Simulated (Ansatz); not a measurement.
# F₂H₄SSi₂ (built from SMILES F[Si](F)([SiH3])S; bonds differ from it in a structure shown): search for a transition state, part 2 of 2

Ansatz 0.2.0, Gaussian basis; PBE0-D4. Earlier steps stand in the parts before.

## 6. Checking the order of the point

File vib/in.yaml:

```yaml
crystal:
  periodic: [false, false, false]
  atoms:
    - {symbol: Si, position_ang: [-1.124453, 0.399206, 0.903717]}
    - {symbol: Si, position_ang: [0.489653, -0.837916, -0.206598]}
    - {symbol: S, position_ang: [-1.308195, 1.467543, -0.767295]}
    - {symbol: H, position_ang: [1.043902, 0.820351, -1.118370]}
    - {symbol: F, position_ang: [-2.307272, -0.524894, 1.423052]}
    - {symbol: F, position_ang: [-0.526997, 1.030505, 2.234597]}
    - {symbol: H, position_ang: [1.724633, 0.431334, -1.145370]}
    - {symbol: H, position_ang: [1.886800, -1.249148, 0.135379]}
    - {symbol: H, position_ang: [0.122029, -1.536979, -1.459112]}
basis:
  gaussian: {orbitals: def2-TZVP}
hamiltonian: {xc: pbe0, dispersion: d4}
phonons: {temperatures: {t_min: 298.15, t_max: 900, t_step: 200}}
```

On the command line:

```
$ ansatz run in.yaml --threads 4 --pin off --events-out ev --progress --plain --max-ram 9574MiB
```

Log (excerpt; [...] marks lines left out):

```text
Functional definition: PBE0
  name "PBE0"
  cite "Adamo & Barone, J. Chem. Phys. 110, 6158 (1999) doi:10.1063/1.478522"
  cite "Perdew, Burke & Ernzerhof, Phys. Rev. Lett. 77, 3865 (1996) doi:10.1103/PhysRevLett.77.3865"
  parent pbe
[...]
1295 factors; their error is unknown
[...]
mean field -32079.36904833 eV, -1178.8950683488 hartree, gradient 1.8e-5 eV, S^2 0.000000; 0 other end points of the search recorded, 0 dependent functions left out
[...]
reference -32079.36907978 eV, -1178.8950695045 hartree; 33, 33 occupied and 164, 164 virtual orbitals, 1295 factors
[... from here to the last solve, the lines of the solves are left out (53 solves) ...]
1295 factors; their error is unknown
mean field -32079.36897978 eV, -1178.8950658298 hartree, gradient 2.7e-6 eV, S^2 0.000000; 0 other end points of the search recorded, 0 dependent functions left out
[...]
WARN: phonons: modes at or below zero, which the zero-point energy, F, S and C_V leave out: 1, the lowest at -365.20 cm⁻¹. A minimum has none, and a first-order saddle one
[...]
Atom 0 at    -1.124453     0.399206     0.903717 Å, force    -0.000774    -0.000753    -0.003017 eV/Å
Atom 1 at     0.489653    -0.837916    -0.206598 Å, force     0.000869     0.006516    -0.006741 eV/Å
Atom 2 at    -1.308195     1.467543    -0.767295 Å, force    -0.000531    -0.003241     0.001245 eV/Å
Atom 3 at     1.043902     0.820351    -1.118370 Å, force    -0.001072    -0.000090     0.002226 eV/Å
Atom 4 at    -2.307272    -0.524894     1.423052 Å, force    -0.000411     0.000464     0.001880 eV/Å
Atom 5 at    -0.526997     1.030505     2.234597 Å, force     0.001912     0.001241    -0.000723 eV/Å
Atom 6 at     1.724633     0.431334    -1.145370 Å, force    -0.001252    -0.004724     0.004551 eV/Å
Atom 7 at     1.886800    -1.249148     0.135379 Å, force     0.000487    -0.000694     0.000023 eV/Å
Atom 8 at     0.122029    -1.536979    -1.459112 Å, force     0.000772     0.001280     0.000556 eV/Å
Dipole moment:     0.856044    -0.568433    -0.274047 e Å
Vibrations: -365.20 107.43 136.91 174.60 236.09 286.69 299.70 421.16 435.12 481.98 533.24 596.09 639.42 829.81 912.59 927.66 954.96 1092.24 2167.53 2265.91 3776.00 cm⁻¹, zero-point energy 1.070921 eV
```

Run time: 1.9 min. Hardware: 4 threads of Arm Neoverse V2, shared host; peak memory 0.56 GiB.

Wavenumbers and character of the modes:

```csv
mode,wavenumber (cm⁻¹),character
1,365i,"changes Si2–H4, S3–H4"
2,107,torsion
3,137,bend
4,175,torsion with bend
5,236,bend with torsion
6,287,bend with Si–Si stretch
7,300,bend with torsion
8,421,"not assigned (largely outside the bonds, angles and torsions drawn)"
9,435,bend with Si–Si stretch
10,482,bend
11,533,"not assigned (largely outside the bonds, angles and torsions drawn)"
12,596,Si–S stretch
13,639,"not assigned (largely outside the bonds, angles and torsions drawn)"
14,830,"not assigned (largely outside the bonds, angles and torsions drawn)"
15,913,Si–F stretch
16,928,Si–F stretch
17,955,bend
18,1092,"not assigned (largely outside the bonds, angles and torsions drawn)"
19,2168,Si–H stretch
20,2266,Si–H stretch
21,3776,H–H stretch
```

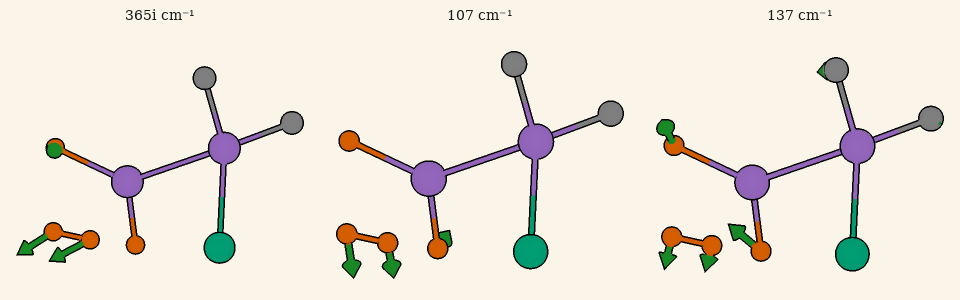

Displacements of 3 modes, as arrows.

Vibrational sums (real modes only):

```csv
T (K),entropy (J/mol/K),heat capacity (J/mol/K)
298,74.3,85.5
498,125.8,114.1
698,166.9,128.9
898,200.6,138.0
```

## 7. Relaxing after a step of 0.30 Å one way along the mode

File downa/in.yaml:

```yaml
crystal:
  periodic: [false, false, false]
  atoms:
    - {symbol: Si, position_ang: [-1.150564, 0.271279, 0.994670]}
    - {symbol: Si, position_ang: [0.364921, -0.787793, -0.258220]}
    - {symbol: S, position_ang: [-1.215260, 1.185626, -0.809612]}
    - {symbol: H, position_ang: [1.319819, 0.936150, -1.139829]}
    - {symbol: F, position_ang: [-2.428997, -0.493387, 1.573026]}
    - {symbol: F, position_ang: [-0.572653, 1.069774, 2.251837]}
    - {symbol: H, position_ang: [1.901077, 0.492802, -1.201182]}
    - {symbol: H, position_ang: [1.782613, -1.144622, 0.059856]}
    - {symbol: H, position_ang: [-0.000856, -1.529830, -1.470545]}
basis:
  gaussian: {orbitals: def2-TZVP}
hamiltonian: {xc: pbe0, dispersion: d4}
relax: {f_tol: 0.005, max_steps: 200}
```

On the command line:

```
$ ansatz run in.yaml --threads 4 --pin off --events-out ev --progress --plain --max-ram 9574MiB
```

Log (excerpt; [...] marks lines left out):

```text
[... 5 set-up lines as earlier in the session ...]
[...]
1295 factors; their error is unknown
[...]
mean field -32079.58191546 eV, -1178.9028910717 hartree, gradient 2.1e-5 eV, S^2 0.000000; 0 other end points of the search recorded, 0 dependent functions left out
[...]
reference -32079.58194674 eV, -1178.9028922211 hartree; 33, 33 occupied and 164, 164 virtual orbitals, 1295 factors
relax step   1: F+E_penalty+E_count = -32079.80139391 eV  Δ(F+E_penalty+E_count) = +0.000e0 eV  max|allowed force component| = 8.919e-1 eV/Å  Δτ_max = 0.0000 Å  (29 SCF iters, accepted)
[...]
Total energy: -32081.01494616 eV, -1178.9555539786 hartree
Atom 0 at    -1.330078     0.038702     1.273011 Å, force     0.000877    -0.002034     0.000706 eV/Å
Atom 1 at     0.044290    -1.013767    -0.120160 Å, force    -0.000888    -0.001338     0.001308 eV/Å
Atom 2 at    -0.828880     0.962064    -0.540913 Å, force     0.000126     0.002817    -0.002118 eV/Å
Atom 3 at     2.067322     1.479284    -1.695520 Å, force    -0.000429     0.000308    -0.000004 eV/Å
Atom 4 at    -2.852661    -0.326186     1.500061 Å, force     0.000031     0.000134     0.000012 eV/Å
Atom 5 at    -0.885703     0.772120     2.602581 Å, force    -0.000481    -0.000037     0.000302 eV/Å
Atom 6 at     2.670376     1.172247    -2.011560 Å, force     0.000428    -0.000336    -0.000434 eV/Å
Atom 7 at     1.516787    -1.003238     0.037804 Å, force     0.000390     0.000394     0.000296 eV/Å
Atom 8 at    -0.401354    -2.081228    -1.045303 Å, force    -0.000053     0.000091    -0.000067 eV/Å
Dipole moment:     0.254378    -0.311439    -0.148320 e Å
```

Run time: 66 s. Hardware: 4 threads of Arm Neoverse V2, shared host; peak memory 0.56 GiB.

Along the way:

```csv
step,energy from step 1 (eV),largest force component (eV/Å)
1,0.0000,0.8919
2,-0.3752,0.8232
3,-0.7717,0.7354
4,-0.9919,1.0664
5,-1.1368,0.4866
6,-1.1845,0.2873
7,-1.2046,0.1998
8,-1.2104,0.1118
9,-1.2117,0.0403
10,-1.2121,0.0162
11,-1.2124,0.1070
12,-1.2128,0.0707
13,-1.2133,0.0109
14,-1.2129,0.1498
15,-1.2120,0.1045
16,-1.2133,0.0034
17,-1.2127,0.1826
18,-1.2135,0.0266
19,-1.2135,0.0213
20,-1.2135,0.0121
21,-1.2135,0.0028
```

Distances of close pairs at the start and the end, largest changes first:

```csv
bond,before (Å),after (Å),change (Å)
Si2–S3,2.588,2.201,-0.387
Si1–S3,2.024,2.096,+0.072
Si1–F5,1.598,1.582,-0.016
Si1–F6,1.598,1.582,-0.015
Si2–H8,1.496,1.481,-0.015
Si2–H9,1.468,1.481,+0.014
H4–H7,0.734,0.747,+0.013
Si1–Si2,2.233,2.222,-0.011
```

## 8. Relaxing after a step of 0.30 Å the other way along the mode

File downb/in.yaml:

```yaml
crystal:
  periodic: [false, false, false]
  atoms:
    - {symbol: Si, position_ang: [-1.098341, 0.527133, 0.812763]}
    - {symbol: Si, position_ang: [0.614385, -0.888039, -0.154975]}
    - {symbol: S, position_ang: [-1.401129, 1.749459, -0.724978]}
    - {symbol: H, position_ang: [0.767985, 0.704552, -1.096911]}
    - {symbol: F, position_ang: [-2.185548, -0.556401, 1.273079]}
    - {symbol: F, position_ang: [-0.481341, 0.991235, 2.217357]}
    - {symbol: H, position_ang: [1.548188, 0.369865, -1.089559]}
    - {symbol: H, position_ang: [1.990987, -1.353675, 0.210902]}
    - {symbol: H, position_ang: [0.244913, -1.544129, -1.447679]}
basis:
  gaussian: {orbitals: def2-TZVP}
hamiltonian: {xc: pbe0, dispersion: d4}
relax: {f_tol: 0.005, max_steps: 200}
```

On the command line:

```
$ ansatz run in.yaml --threads 4 --pin off --events-out ev --progress --plain --max-ram 9574MiB
```

Log (excerpt; [...] marks lines left out):

```text
[... 5 set-up lines as earlier in the session ...]
[...]
1295 factors; their error is unknown
[...]
mean field -32079.35664255 eV, -1178.8946124447 hartree, gradient 5.9e-5 eV, S^2 0.000000; 0 other end points of the search recorded, 0 dependent functions left out
[...]
reference -32079.35667443 eV, -1178.8946136165 hartree; 33, 33 occupied and 164, 164 virtual orbitals, 1295 factors
relax step   1: F+E_penalty+E_count = -32079.57478921 eV  Δ(F+E_penalty+E_count) = +0.000e0 eV  max|allowed force component| = 7.199e-1 eV/Å  Δτ_max = 0.0000 Å  (28 SCF iters, accepted)
[...]
Total energy: -32081.87625685 eV, -1178.9872065624 hartree
Atom 0 at    -0.710085     0.342507     0.628693 Å, force     0.001006    -0.000477     0.000390 eV/Å
Atom 1 at     0.920135    -1.028611    -0.329530 Å, force    -0.001489     0.000369    -0.000438 eV/Å
Atom 2 at    -1.591877     1.721382    -0.716505 Å, force     0.000052    -0.000688    -0.000305 eV/Å
Atom 3 at    -0.403849     2.277707    -1.013515 Å, force     0.000221     0.000139    -0.000047 eV/Å
Atom 4 at    -1.928988    -0.511530     1.187981 Å, force     0.001543     0.000768    -0.000464 eV/Å
Atom 5 at    -0.073605     1.106173     1.871739 Å, force    -0.000586    -0.000449     0.000286 eV/Å
Atom 6 at     1.947338    -0.150682    -0.949573 Å, force    -0.000815     0.000313     0.000290 eV/Å
Atom 7 at     1.555583    -1.891269     0.699159 Å, force    -0.000398     0.000120     0.000081 eV/Å
Atom 8 at     0.285445    -1.865676    -1.378449 Å, force     0.000466    -0.000095     0.000208 eV/Å
Dipole moment:     0.323395    -0.027498    -0.293803 e Å
```

Run time: 78 s. Hardware: 4 threads of Arm Neoverse V2, shared host; peak memory 0.57 GiB.

Relaxation path: (the energy doesn't fall at every step)

```csv
step,energy from step 1 (eV),largest force component (eV/Å)
1,0.0000,0.7199
2,-0.1066,0.7753
3,-0.1800,1.2886
4,-0.3776,2.0994
5,-0.6812,2.4505
6,-1.1350,3.0794
7,-1.7404,1.1234
8,-1.9442,0.6183
9,-2.1255,0.4946
10,-2.2170,0.2262
11,-2.2580,0.0837
12,-2.2610,0.4826
13,-2.2813,0.3080
14,-2.2859,0.1333
15,-2.2921,0.2069
16,-2.2992,0.0282
17,-2.2917,0.2816
18,-2.2997,0.0180
19,-2.3006,0.0600
20,-2.3003,0.1025
21,-2.3014,0.0057
22,-2.3014,0.0019
23,-2.3014,0.0063
24,-2.3014,0.0015
```

Distances of close pairs at the start and the end, largest changes first:

```csv
bond,before (Å),after (Å),change (Å)
H4–H7,0.849,3.381,+2.532
S3–H4,2.436,1.345,-1.091
Si2–H7,1.824,1.487,-0.337
Si1–S3,1.988,2.119,+0.131
Si1–Si2,2.423,2.336,-0.088
Si2–H8,1.499,1.485,-0.013
Si1–F5,1.602,1.590,-0.013
Si2–H9,1.496,1.485,-0.012
```

## 9. The three structures

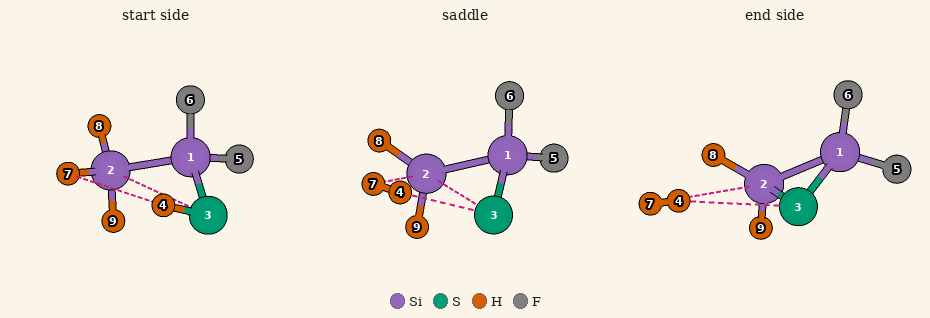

The minimum on the start side, the saddle and the minimum on the end side; broken lines join the pairs that change, where they aren't drawn as bonds.

```csv
pair,start side (Å),saddle (Å),end side (Å)
Si2–S3,3.745,2.977,2.201
H4–H7,3.381,0.785,0.747
Si2–H7,1.487,2.004,3.905
S3–H4,1.345,2.465,3.160
```

## 10. What came out

This closing draws on all 2 parts.

| quantity | value |
| --- | --- |
| imaginary mode | 365i cm⁻¹ |
| barrier from the start side | 219.9 kJ/mol |
| barrier from the end side | 136.8 kJ/mol |
| energy of the step | +83.1 kJ/mol |
| pairs that change | Si2–S3 formed, H4–H7 formed, Si2–H7 broken, S3–H4 broken |
| zero-point energy at the saddle | 1.071 eV |

What this shows: The point has a single imaginary mode (365i cm⁻¹), as a transition state must. The two relaxations don't end on the planned structures: the search found another step. At PBE0-D4/def2-TZVP the electronic barrier is 219.9 kJ/mol, about 89 kT at 298 K, and the step runs 83.1 kJ/mol uphill. A step off the saddle overshot and began above it in energy, so the link to its end is likely but not proven. The ends are the nearest minima, not always the lowest complexes.
